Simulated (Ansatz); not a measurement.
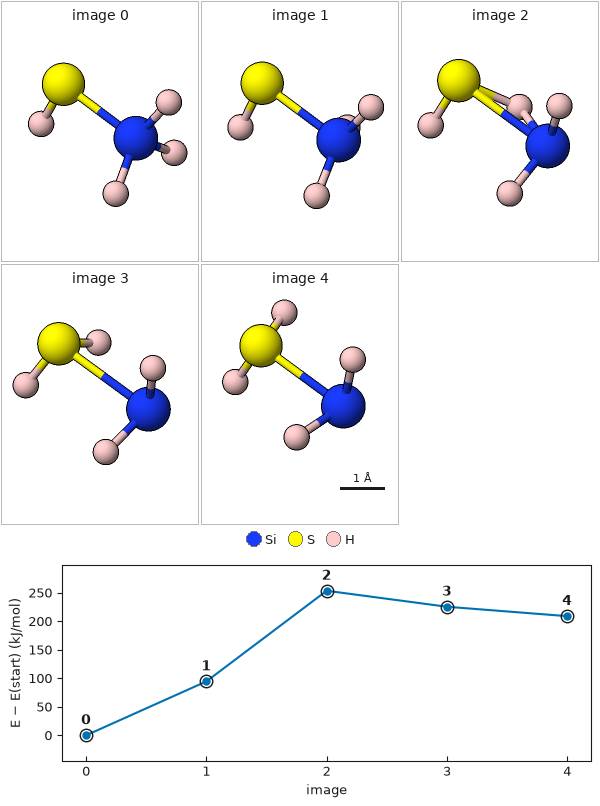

A nudged-elastic-band calculation for SiH4S. Images are numbered from 0 (start) to 4 (end). Style: ball-and-stick. Shown at a tilt.

Method: RKS B3LYP-D4/def2-SVPD (Ansatz 0.2.0). Settings: 3 movable images; climbing image.

What happens along the path, and what is the barrier?

The energy climbs by 253.5 kJ/mol to image 2 and then falls by 44.5 kJ/mol, so the end point sits at +209.0 kJ/mol. A hydrogen atom shifts from one atom to another. Breaking: H–Si (1.48 → 2.99 Å). Forming: H–S (3.02 → 1.35 Å). The band converged in 13 iterations. The largest component of the band force went from 3.1 to 0.02 eV/Å. The climbing image converged on the top of the path. Its curvatures weren't checked. The largest force component is 0.41 eV/Å at the start and 0.37 eV/Å at the end; an end with forces this large is no minimum, and the barrier measured from it can be far off.
